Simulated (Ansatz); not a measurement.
## Geometry relaxation of CH$_{3}$BF$_{2}$S (part 2 of 2)

The same run, continued: CH$_{3}$BF$_{2}$S, SMILES CSB(F)F; RKS CAM-B3LYP-D4/def2-SVP (Ansatz 0.2.0). It belongs to a series of runs on one base structure; here: end point B relaxed.

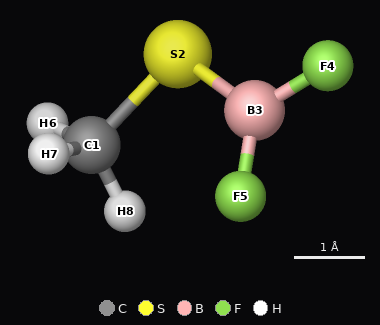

*The geometry at step 18 of the log (ball-and-stick view, seen at a tilt; atoms are numbered from 1 in the order of the input).*

**Trajectory as extended XYZ, continued**
```
8
Properties=species:S:1:pos:R:3:forces:R:3 step=8 energy=-18024.07920
C    -0.8097   -0.0275    0.9169   -0.0023   0.0195  -0.0331
S     0.9999   -0.3099    0.8701    0.0102   0.0159   0.0121
B     0.9388   -2.0054    1.5667    0.0157   0.0476  -0.0219
F     1.0546   -2.2294    2.8553    0.0337  -0.0130   0.1027
F     0.7631   -3.0626    0.8075   -0.0320  -0.0645  -0.0673
H    -0.9741    0.9829    0.5229   -0.0045  -0.0030   0.0011
H    -1.1941   -0.0699    1.9437   -0.0153   0.0062   0.0155
H    -1.3463   -0.7434    0.2813   -0.0054  -0.0087  -0.0091
8
Properties=species:S:1:pos:R:3:forces:R:3 step=9 energy=-18024.08849
C    -0.8171   -0.0255    0.9035   -0.0085  -0.0428  -0.0243
S     0.9955   -0.3044    0.9040   -0.0256   0.0033   0.0717
B     0.9479   -2.0092    1.5842   -0.0341  -0.0388   0.0472
F     1.1502   -2.2524    2.8629    0.0536   0.0010  -0.1297
F     0.6981   -3.0542    0.8229   -0.0358   0.0737   0.0613
H    -0.9726    0.9916    0.5252    0.0163   0.0220  -0.0148
H    -1.2283   -0.0833    1.9202    0.0005  -0.0034  -0.0231
H    -1.3413   -0.7277    0.2415    0.0337  -0.0150   0.0117
8
Properties=species:S:1:pos:R:3:forces:R:3 step=10 energy=-18024.09736
C    -0.8170   -0.0278    0.9000   -0.0177  -0.0561  -0.0642
S     0.9949   -0.2992    0.9220   -0.0005   0.0554   0.0947
B     0.9454   -2.0050    1.5913    0.0070   0.0507  -0.0170
F     1.1904   -2.2610    2.8563    0.0940  -0.0241   0.0418
F     0.6581   -3.0382    0.8320   -0.1015  -0.0471  -0.0330
H    -0.9710    0.9901    0.5238    0.0011   0.0228  -0.0151
H    -1.2413   -0.0930    1.9106   -0.0013   0.0047  -0.0166
H    -1.3274   -0.7311    0.2285    0.0188  -0.0065   0.0095
8
Properties=species:S:1:pos:R:3:forces:R:3 step=11 energy=-18024.11091
C    -0.8172   -0.0294    0.8946   -0.0298  -0.0605  -0.0891
S     0.9952   -0.2921    0.9441   -0.0030   0.0746   0.1299
B     0.9469   -2.0015    1.5995   -0.0026   0.0263  -0.0117
F     1.2395   -2.2743    2.8511    0.1223  -0.0194   0.0244
F     0.6109   -3.0229    0.8435   -0.1221  -0.0319  -0.0255
H    -0.9725    0.9900    0.5218    0.0107   0.0125  -0.0149
H    -1.2575   -0.1027    1.8979    0.0078   0.0055  -0.0205
H    -1.3130   -0.7323    0.2119    0.0167  -0.0071   0.0074
8
Properties=species:S:1:pos:R:3:forces:R:3 step=12 energy=-18024.17166
C    -0.8198   -0.0352    0.8757   -0.0378  -0.0277  -0.1308
S     0.9949   -0.2598    1.0406   -0.1438  -0.0536   0.2912
B     0.9519   -1.9895    1.6296    0.0109  -0.5713   0.2327
F     1.4234   -2.3352    2.8297   -0.1900   0.1222  -0.9487
F     0.4379   -2.9618    0.8741    0.1913   0.5647   0.6269
H    -0.9763    0.9838    0.4975    0.0352  -0.0464  -0.0115
H    -1.3199   -0.1187    1.8527    0.0776  -0.0060  -0.0969
H    -1.2598   -0.7487    0.1645    0.0567   0.0183   0.0371
8
Properties=species:S:1:pos:R:3:forces:R:3 step=13 energy=-18024.26115
C    -0.8159   -0.0415    0.8567   -0.3488  -0.0368  -0.1271
S     0.9701   -0.2397    1.1435    0.0731  -0.0544   0.3999
B     0.9414   -1.9793    1.6659    0.2902  -0.6445   0.2469
F     1.5982   -2.3919    2.7630   -0.5627   0.2108  -1.2052
F     0.2846   -2.8875    0.9358    0.3270   0.4922   0.8216
H    -0.9732    0.9765    0.4753    0.0456  -0.0530  -0.0206
H    -1.3718   -0.1386    1.8057    0.0980   0.0020  -0.2161
H    -1.2010   -0.7632    0.1187    0.0776   0.0836   0.1007
8
Properties=species:S:1:pos:R:3:forces:R:3 step=14 energy=-18024.32193
C    -0.8287   -0.0463    0.8425    0.0436  -0.0329  -0.0378
S     0.9484   -0.2133    1.2715    0.0339  -0.2305   0.0605
B     1.0151   -1.9928    1.6466   -1.2802  -0.0810   0.5107
F     1.7203   -2.4481    2.6780   -0.0298  -0.0101  -0.9950
F     0.1387   -2.8169    1.0441    0.9681   0.4049   0.5303
H    -0.9634    0.9678    0.4450    0.0560  -0.0164  -0.0149
H    -1.4426   -0.1429    1.7522    0.0855  -0.0501  -0.1466
H    -1.1557   -0.7726    0.0846    0.1229   0.0160   0.0927
8
Properties=species:S:1:pos:R:3:forces:R:3 step=15 energy=-18024.47517
C    -0.8342   -0.0381    0.8272    0.0012   0.0959  -0.0288
S     0.9019   -0.2135    1.3690   -0.0295  -0.2939   0.0732
B     0.9748   -1.9931    1.6908   -0.2477  -0.0250   0.4531
F     1.8670   -2.4820    2.5464   -0.2554   0.1191  -0.6593
F     0.0806   -2.8238    1.1654    0.3758   0.1968   0.2094
H    -0.9351    0.9839    0.4394    0.0012  -0.0310  -0.0150
H    -1.5090   -0.1498    1.6875    0.0369  -0.0349  -0.0724
H    -1.1137   -0.7487    0.0387    0.1175  -0.0270   0.0399
8
Properties=species:S:1:pos:R:3:forces:R:3 step=16 energy=-18024.53743
C    -0.8332   -0.0111    0.8091   -0.0013  -0.3792   0.1404
S     0.8491   -0.2234    1.4821    0.1756   0.2890  -0.0150
B     0.9528   -1.9945    1.7289   -0.0671  -0.1399   0.2180
F     1.9798   -2.5128    2.3841   -0.1887   0.1363  -0.2745
F     0.0062   -2.8151    1.3062    0.0725   0.0171   0.0173
H    -0.9479    1.0063    0.4137    0.1735  -0.0382   0.0319
H    -1.5522   -0.1677    1.6206   -0.1349   0.0613  -0.0296
H    -1.0222   -0.7468    0.0197   -0.0296   0.0536  -0.0884
8
Properties=species:S:1:pos:R:3:forces:R:3 step=17 energy=-18024.55063
C    -0.8278   -0.0365    0.8179    0.0772  -0.0010   0.0597
S     0.8472   -0.1945    1.5344   -0.1784  -0.0564   0.0465
B     0.9272   -1.9719    1.7693    0.0215  -0.1751  -0.4626
F     2.0107   -2.5196    2.2852   -0.1938   0.0203   0.0638
F    -0.0408   -2.7739    1.3361    0.2459   0.1920   0.3000
H    -0.9120    0.9775    0.4069    0.0121  -0.0270   0.0175
H    -1.5884   -0.1756    1.5966   -0.0098   0.0201  -0.0286
H    -0.9840   -0.7706    0.0183    0.0253   0.0271   0.0038
8
Properties=species:S:1:pos:R:3:forces:R:3 step=18 energy=-18024.56301
C    -0.8236   -0.0359    0.8106    0.0053   0.0282   0.0045
S     0.8484   -0.2012    1.5149   -0.0336  -0.0275  -0.0166
B     0.9317   -1.9765    1.7526   -0.0116   0.0177  -0.0098
F     2.0146   -2.5137    2.2737    0.0219  -0.0416   0.0134
F    -0.0617   -2.7796    1.4144    0.0308   0.0387   0.0160
H    -0.9209    0.9955    0.4485    0.0017  -0.0319   0.0083
H    -1.5877   -0.2234    1.5736   -0.0249   0.0139   0.0306
H    -0.9685   -0.7304   -0.0239    0.0104   0.0026  -0.0463
8
Properties=species:S:1:pos:R:3:forces:R:3 step=19 energy=-18024.56365
C    -0.8238   -0.0361    0.8073   -0.0089  -0.0011   0.0086
S     0.8505   -0.2050    1.5035   -0.0081   0.0055  -0.0075
B     0.9329   -1.9772    1.7560   -0.0093  -0.0212  -0.0019
F     2.0175   -2.5150    2.2744    0.0089  -0.0140   0.0040
F    -0.0650   -2.7804    1.4324    0.0158   0.0302   0.0088
H    -0.9246    0.9999    0.4622    0.0026   0.0006   0.0002
H    -1.5867   -0.2361    1.5691   -0.0090   0.0032   0.0160
H    -0.9685   -0.7152   -0.0404    0.0079  -0.0032  -0.0281
8
Properties=species:S:1:pos:R:3:forces:R:3 step=20 energy=-18024.56403
C    -0.8241   -0.0377    0.8036    0.0191   0.0488  -0.0361
S     0.8532   -0.2073    1.4930    0.0051   0.0051  -0.0036
B     0.9333   -1.9779    1.7602   -0.0031   0.0050   0.0048
F     2.0215   -2.5173    2.2697    0.0021  -0.0035   0.0006
F    -0.0733   -2.7772    1.4575   -0.0042  -0.0006  -0.0018
H    -0.9303    1.0053    0.4780    0.0049  -0.0350   0.0154
H    -1.5847   -0.2545    1.5623   -0.0210  -0.0157   0.0202
H    -0.9636   -0.6986   -0.0599   -0.0029  -0.0041   0.0005
8
Properties=species:S:1:pos:R:3:forces:R:3 step=21 energy=-18024.56423
C    -0.8227   -0.0389    0.7993   -0.0095   0.0392  -0.0467
S     0.8586   -0.2097    1.4769    0.0228   0.0060   0.0015
B     0.9330   -1.9775    1.7631   -0.0107  -0.0005   0.0192
F     2.0220   -2.5181    2.2696    0.0094   0.0053  -0.0039
F    -0.0816   -2.7741    1.4819   -0.0131  -0.0047  -0.0114
H    -0.9372    1.0106    0.4977    0.0035  -0.0371   0.0160
H    -1.5796   -0.2774    1.5565    0.0032  -0.0158  -0.0082
H    -0.9602   -0.6800   -0.0805   -0.0057   0.0077   0.0335
8
Properties=species:S:1:pos:R:3:forces:R:3 step=22 energy=-18024.56415 accepted=F
C    -0.8218   -0.0407    0.7970   -0.0072   0.0049  -0.0209
S     0.8650   -0.2096    1.4644   -0.0015  -0.0064   0.0166
B     0.9320   -1.9752    1.7680    0.0154  -0.0322  -0.0333
F     2.0200   -2.5199    2.2747   -0.0398   0.0309  -0.0076
F    -0.0860   -2.7682    1.4856    0.0104   0.0051   0.0240
H    -0.9419    1.0104    0.5078   -0.0024   0.0039   0.0049
H    -1.5739   -0.2898    1.5571    0.0278  -0.0138  -0.0384
H    -0.9611   -0.6721   -0.0902   -0.0026   0.0077   0.0547
8
Properties=species:S:1:pos:R:3:forces:R:3 step=23 energy=-18024.56439
C    -0.8214   -0.0392    0.7985   -0.0149   0.0208  -0.0225
S     0.8611   -0.2088    1.4737    0.0101  -0.0020   0.0045
B     0.9314   -1.9760    1.7648    0.0016  -0.0057  -0.0038
F     2.0207   -2.5180    2.2690    0.0038   0.0031   0.0041
F    -0.0846   -2.7715    1.4840   -0.0074   0.0033   0.0002
H    -0.9391    1.0104    0.5011   -0.0002  -0.0182   0.0085
H    -1.5767   -0.2835    1.5557    0.0083  -0.0069  -0.0103
H    -0.9591   -0.6785   -0.0823   -0.0014   0.0057   0.0194
8
Properties=species:S:1:pos:R:3:forces:R:3 step=24 energy=-18024.56455
C    -0.8196   -0.0394    0.7954   -0.0029  -0.0059   0.0015
S     0.8662   -0.2095    1.4637    0.0033   0.0050  -0.0020
B     0.9303   -1.9751    1.7664   -0.0015   0.0013  -0.0005
F     2.0194   -2.5184    2.2698    0.0000  -0.0001   0.0003
F    -0.0917   -2.7666    1.4966   -0.0010  -0.0027   0.0014
H    -0.9456    1.0126    0.5128    0.0028   0.0016   0.0024
H    -1.5701   -0.3000    1.5516   -0.0003  -0.0006  -0.0023
H    -0.9566   -0.6687   -0.0919   -0.0003   0.0014  -0.0009
8
Properties=species:S:1:pos:R:3:forces:R:3 step=25 energy=-18024.56464
C    -0.8172   -0.0404    0.7898   -0.0178  -0.0036   0.0005
S     0.8737   -0.2118    1.4453    0.0013  -0.0001   0.0007
B     0.9283   -1.9738    1.7715   -0.0115   0.0021  -0.0136
F     2.0196   -2.5191    2.2676    0.0002  -0.0019   0.0047
F    -0.1039   -2.7605    1.5257    0.0110   0.0044   0.0062
H    -0.9553    1.0183    0.5362    0.0061  -0.0249   0.0071
H    -1.5613   -0.3301    1.5425    0.0119   0.0096  -0.0187
H    -0.9516   -0.6476   -0.1140   -0.0013   0.0146   0.0131
8
Properties=species:S:1:pos:R:3:forces:R:3 step=26 energy=-18024.56466
C    -0.8174   -0.0409    0.7900   -0.0088  -0.0066   0.0053
S     0.8744   -0.2117    1.4440   -0.0042  -0.0076  -0.0028
B     0.9289   -1.9738    1.7701   -0.0113   0.0000   0.0053
F     2.0187   -2.5188    2.2705   -0.0053   0.0013  -0.0061
F    -0.1034   -2.7603    1.5239    0.0158   0.0046   0.0025
H    -0.9547    1.0173    0.5367    0.0008  -0.0044   0.0013
H    -1.5612   -0.3295    1.5432    0.0128   0.0051  -0.0156
H    -0.9531   -0.6474   -0.1139    0.0003   0.0076   0.0101
8
Properties=species:S:1:pos:R:3:forces:R:3 step=27 energy=-18024.56469
C    -0.8174   -0.0407    0.7894    0.0004  -0.0012   0.0001
S     0.8743   -0.2129    1.4424   -0.0005   0.0033  -0.0007
B     0.9284   -1.9740    1.7712    0.0008  -0.0048   0.0012
F     2.0194   -2.5183    2.2695   -0.0002   0.0007  -0.0003
F    -0.1034   -2.7614    1.5278   -0.0003   0.0003   0.0002
H    -0.9548    1.0181    0.5393   -0.0007   0.0007  -0.0003
H    -1.5610   -0.3316    1.5411    0.0002   0.0002   0.0004
H    -0.9532   -0.6442   -0.1161    0.0003   0.0008  -0.0006
```

This output came from the following input.

**The input**
```yaml
crystal:
  periodic: [false, false, false]
  atoms:
    - { symbol: C, position_ang: [-0.7719, -0.0302, 0.9079] }
    - { symbol: S, position_ang: [0.9723, -0.2744, 0.8409] }
    - { symbol: B, position_ang: [0.88505, -2.02127, 1.57853] }
    - { symbol: F, position_ang: [1.05108, -2.22013, 2.9777] }
    - { symbol: F, position_ang: [0.80664, -3.17212, 0.70976] }
    - { symbol: H, position_ang: [-1.0604, 1.045, 0.5121] }
    - { symbol: H, position_ang: [-1.1383, -0.0574, 1.9518] }
    - { symbol: H, position_ang: [-1.3122, -0.7346, 0.2858] }
basis:
  gaussian: { orbitals: def2-SVP }
hamiltonian:
  xc: cam_b3lyp
  dispersion: d4
relax:
  f_tol: 0.015
  max_steps: 40
```

Launched with:
```bash
ansatz run input.yaml --threads 2 --pin off --max-ram 3072MiB --backend cpu --events-out ev --progress --plain --runs-dir out
```

**Key numbers**

```tsv
quantity	value
outcome	converged
total energy	−18024.5648 eV
mean-field energy	−18024.4362 eV
largest force (length of the vector) at the end	0.005 eV/Å
hardware	2 threads of Arm Neoverse V1, 24 GiB of memory available, shared host
wall time	62 s (CPU time 2 min)
peak memory	0.2 GiB
```
